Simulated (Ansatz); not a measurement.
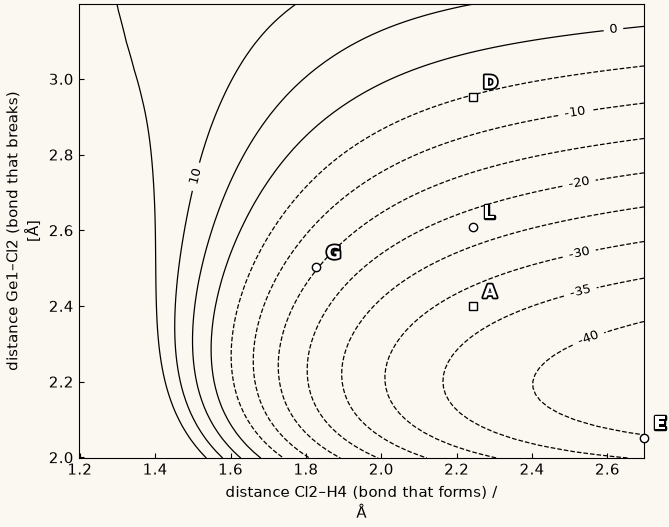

The reacting system ClGeH4N (fragments ClGeH₄N where the first distance is long, GeH₃N + ClH where the second is long). Coordinates scanned: (1) distance Cl2–H4 (bond that forms); (2) distance Ge1–Cl2 (bond that breaks). Relaxed at each point: all other coordinates. The scan uses a 13 × 13 grid. Points are written as (first, second). Energies: kcal/mol, counted from a guessed transition structure relaxed with its forming and breaking bonds held. The reference is spin-restricted, so regions where a bond is pulled apart into radicals lie too high. Method: RKS PBE-D4/def2-SVP in Ansatz.

In the figure: contour lines labelled in kcal/mol (none above 15), lettered points. Between grid points the surface is interpolated.

### Is A the lowest point of the computed grid?

No. A lies 11 kcal/mol above the lowest grid point, which is at (2.697 Å, 2.210 Å).

### What kind of point is each of A, D, G, L: minimum, saddle, maximum or slope?

A: on a slope; D: on a slope; G: on a slope; L: on a slope. (In these two coordinates alone; a stationary point may lie a little off the grid point.)
